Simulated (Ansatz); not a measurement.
Start from WS2 (space group P6_3/mmc, No. 194; a = 3.115 Å, c = 11.772 Å; layered, stacked along the Cartesian z axis). Axes: x lies along a and z along c of the hexagonal cell.

Modification: the cell is compressed by 0.60 % along x with no lateral relaxation, atoms relaxed at fixed cell.

Computed with DFT with PBEsol-D3(BJ), PAW potentials and a 420 eV plane-wave cutoff in Ansatz (a quantum-chemistry and plane-wave program), spin-orbit coupling left out.

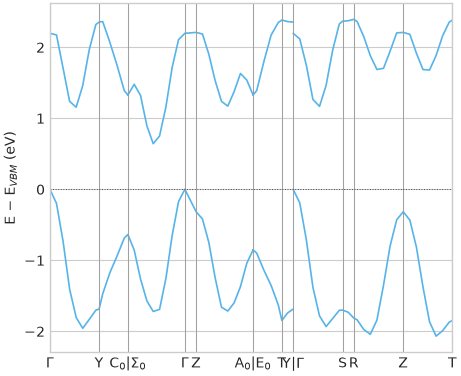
Figure: Highest valence and lowest conduction band along the path of the changed cell's own zone

The gap is 0.64 eV, indirect, Γ → Σ₀–Γ (44 % along); the base has 0.65 eV.

With W present, leaving out spin-orbit coupling can change the band edges. The cells carry an imposed strain or load. Stability against distortions was not tested. k-point labels follow each cell's own Brillouin zone.
